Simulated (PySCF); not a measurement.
Ge$_{2}$H$_{2}$

Input

```
# [GeH]#[GeH]
from pyscf import gto, dft

mol = gto.M(
    atom='Ge -0.505762 -0.634944 0.777408; Ge 0.319829 -0.076041 -1.357944; H 0.731922 -1.395110 -0.243415; H 0.624853 0.625692 0.243998',
    charge=0,
    max_memory=3720,
    basis='def2-tzvpd',
    verbose=3,
)

mf = dft.RKS(mol, xc='pbe0')
mf = mf.density_fit(auxbasis='def2-universal-jkfit')
mf.grids.level = 3
mf.conv_tol = 1e-09
mf.max_cycle = 100
mf.kernel()
if not mf.converged:
    mf = mf.newton().run(mf.mo_coeff, mf.mo_occ)

e_tot = mf.e_tot
print('Final energy', e_tot)
grad = mf.nuc_grad_method().kernel()
dip = mf.dip_moment()
pop, q = mf.mulliken_pop()
```

Run with:

```sh
OMP_NUM_THREADS=2 python input.py
```

Geometry: PBE0-D3(BJ)/def2-SVP.

Computed with Gaussian-basis quantum chemistry of an isolated molecule with PySCF, energy and nuclear gradient, functional PBE0 (PySCF).

Question: What can the converged electron density and electron localisation function tell about the bonding?

Answer: Ge–Ge (2.36 Å): ρ is about 0.53 e/Å³ halfway; the ELF reaches about 0.50 near the midpoint.
Ge–H (1.78 Å): the density is about 0.59 e/Å³ at the midpoint; the ELF climbs to about 1 towards the hydrogen.

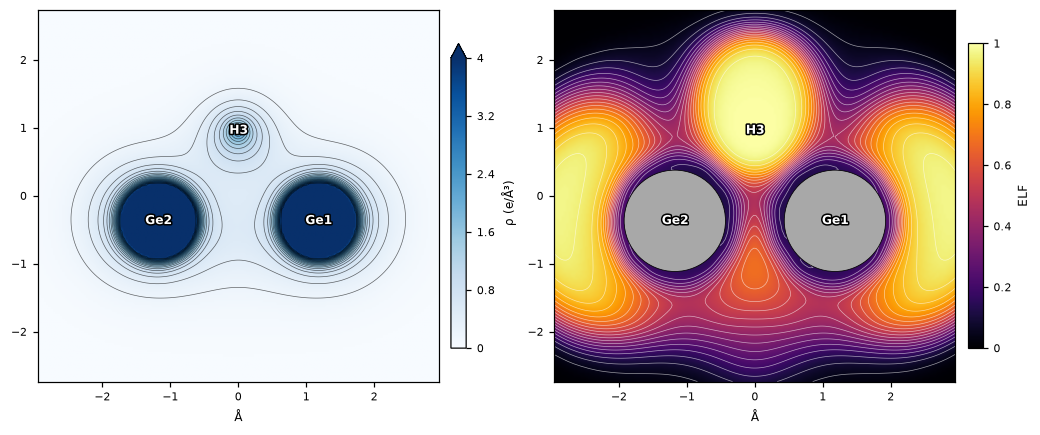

Computed electron density and electron localisation function on the plane of atoms Ge1, Ge2 and H3, in this order. Grey discs cover the atomic cores in the ELF map. 
